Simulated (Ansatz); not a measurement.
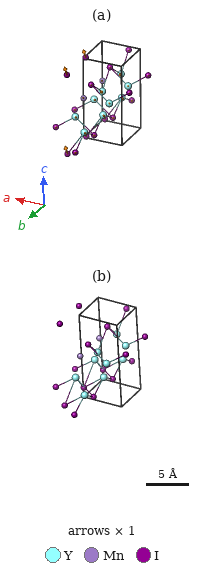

The structure of crystalline Y₄MnI₃ (a generated structure, set up in P1) (coarse preliminary run) before (top) and after (bottom) a relaxation, at one scale. The orange arrows give the displacements (the part carried along by the change of the cell is left out), at their true length.

Style: ball-and-stick. Shown: the cell of the calculation, repeated 1 × 2 × 1 with one cell outlined, from a free direction.

Level of theory: DFT PBE, scalar-relativistic, plane waves, PAW (Ansatz).

Input
```yaml
crystal:
  lattice:
    - [5.0327841194, 0.0514121358, 0.0190343854]
    - [0.0514121358, 5.1021721497, 0.0059588182]
    - [0.0385485296, 0.0120678275, 10.5811499188]
  atoms:
    - { symbol: "Y", position: [0.9801042699, 0.4775567, 0.3677799553], spin: -0.25 }
    - { symbol: "Y", position: [1.0617813538, 0.5287803236, 0.6410902312], spin: -0.25 }
    - { symbol: "Y", position: [0.4931234869, -0.005683915, 0.3340769902], spin: -0.25 }
    - { symbol: "Y", position: [0.491943589, 0.0296622067, 0.6402387542], spin: -0.25 }
    - { symbol: Mn, position: [0.9872033875, 0.0136233776, 0.4992500713], spin: 2.87 }
    - { symbol: I, position: [0.4772420652, 0.5068409023, 0.1928074579] }
    - { symbol: I, position: [0.550891146, 0.4964876045, 0.821017935] }
    - { symbol: I, position: [-0.0422892984, 0.9527328004, 1.0037386049] }
basis:
  ecutwfc: 420
kpoints:
  mp_grid: { grid: [4, 4, 2] }
hamiltonian:
  xc: pbe
scf:
  occupations: { method: gaussian, width: 0.1 }
output:
  forces: true
  stress: true
  eigenvalues: true
  populations: true
magnetization:
  spin_polarized: true
relax:
  adjacent_minimum: "off"
  f_tol: 0.015
  max_steps: 120
  cell: { stress_tol: 0.15 }
```

Run as
```bash
ansatz run input.yaml --threads 1 --pin off --max-ram 2560MiB --backend cpu --events-out ev --progress --plain --runs-dir out
```

> Summarise the run.

The run was cut off at its time limit before the relaxation converged, so the last structure is only a point on the way. The largest move relative to the cell is that of I8, 1.25 Å along [1 1 3]. Largest moves by element: I 1.25 Å, Y 0.49 Å, Mn 0.22 Å. The drawn cell changes as follows: a 5.033 → 4.989 Å (−0.9 %), b 5.102 → 5.302 Å (+3.9 %), c 10.581 → 10.853 Å (+2.6 %), α 89.9° → 89.2°, β 89.6° → 83.9°, γ 88.8° → 89.8°; the volume changes by +5.1 %. Near-neighbour distances that change, for instance: Y3–I8 4.437 → 3.236 Å, Y1–I8 4.700 → 3.723 Å, Y3–I8 (another image) 4.194 → 3.297 Å, Y1–I8 (another image) 4.548 → 3.693 Å. New bonds form: Y1–I8 (4.55 → 3.69 Å), Y1–I8 (4.70 → 3.72 Å), Y3–I8 (4.44 → 3.24 Å). Bond angles that change, for instance: Y2–I7–Y4 76.2° → 67.9°, I7–Y4–I7 105.4° → 99.7°, Y4–I7–Y4 105.4° → 99.7°. The space group stays P1 (No. 1). After 8 geometry steps the energy has fallen by 143 meV per atom. The largest force component goes from 1.3 to 0.18 eV/Å. Pressure: 1.38 GPa at the start and 0.21 GPa at the end.
